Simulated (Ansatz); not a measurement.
Base system: PbTe in the rock salt structure (space group Fm-3m, No. 225; a = 6.534 Å). Axes: x, y, z lie along the cube axes.

It is then changed as follows: uniaxial strain ε_zz = −1.00 %, all other strain components held at zero; the atoms relax in the strained cell.

The values are results of DFT with r2SCAN, PAW potentials and a 500 eV plane-wave cutoff in Ansatz (an electronic-structure program), without spin-orbit coupling, not measurements.

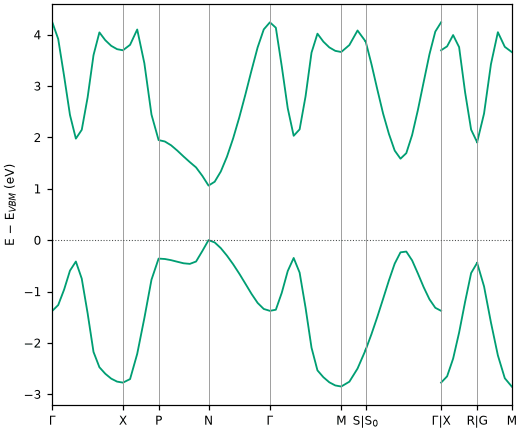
Figure: Highest valence and lowest conduction band along the path of the changed cell's own zone

The gap is 1.06 eV, direct at N; the base has 1.09 eV.

With Pb and Te present, leaving out spin-orbit coupling can change the band edges. No phonon test of stability was made. k-point labels follow each cell's own Brillouin zone.
